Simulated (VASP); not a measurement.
Band structure of KBr (rock salt). Computed with PBE GGA, VASP's PBE PAW potentials (set 64) (plane waves; VASP).

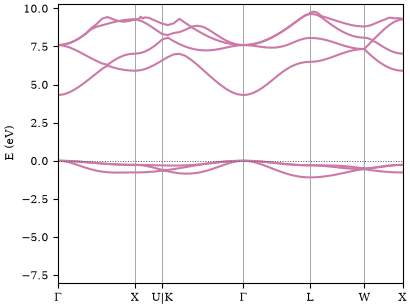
Figure. Bands along high-symmetry lines, zero at the valence-band maximum or, without a gap, the Fermi level

Q: Read the plot: is there a gap, and where are the band edges?

A: The gap is direct, 4.31 eV, from the valence maximum at Γ to the conduction minimum at Γ. (Edges off the drawn lines would not show.)

Measured: gap 7.40 eV (computed value off by -3.09 eV), as given by Aguado et al., (1998), arXiv:cond-mat/9809176.

The compound is KBr in the rock salt structure. It was relaxed first.
